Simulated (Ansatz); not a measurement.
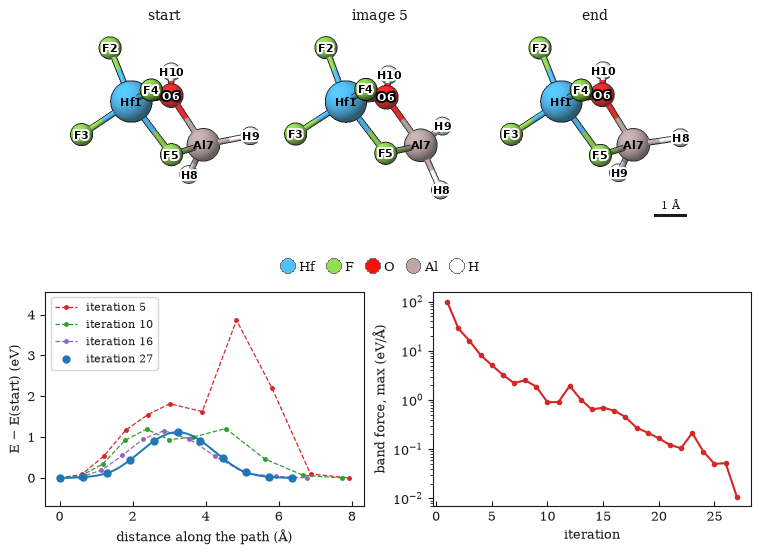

A search for the minimum-energy path of HfAlH3OF4 by the nudged elastic band. Images are numbered from 0 (start) to 10 (end). The plot follows the band through its iterations. Style: ball-and-stick. Shown from a free direction.

Level of theory: RKS PBE0/def2-SVP in Ansatz 0.2.0. Run with 9 movable images; climbing image; force threshold 0.05 eV/Å; iteration limit 60; starting path through a guess of the saddle point.

**Did the band converge, and can the barrier be trusted?**

The result is final at these settings. The band converged in 27 iterations. The largest component of the band force went from 100 to 0.011 eV/Å. The climbing image converged on the top of the path. Its vibrational analysis gives one imaginary mode (418i cm⁻¹), as a transition state must have. The first iteration put the highest image at 38.62 eV. The barrier is about 1.12 eV in both directions, with image 5 at the top; the ends have nearly the same energy.
